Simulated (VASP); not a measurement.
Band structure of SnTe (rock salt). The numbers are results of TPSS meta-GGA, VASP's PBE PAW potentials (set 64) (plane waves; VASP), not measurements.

Unless said otherwise, spin-orbit coupling is left out, though it shifts the bands of the heavy elements here.

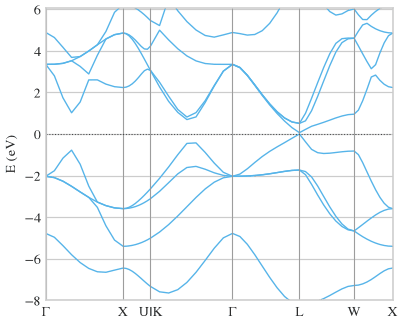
Bands along high-symmetry lines, zero at the valence-band maximum or, without a gap, the Fermi level

Q: Read the plot: is there a gap, and where are the band edges?

A: The gap is direct, 0.06 eV, from the valence maximum at L to the conduction minimum at L.

The compound is SnTe in the rock salt structure, which distorts at low temperature. It was relaxed first.
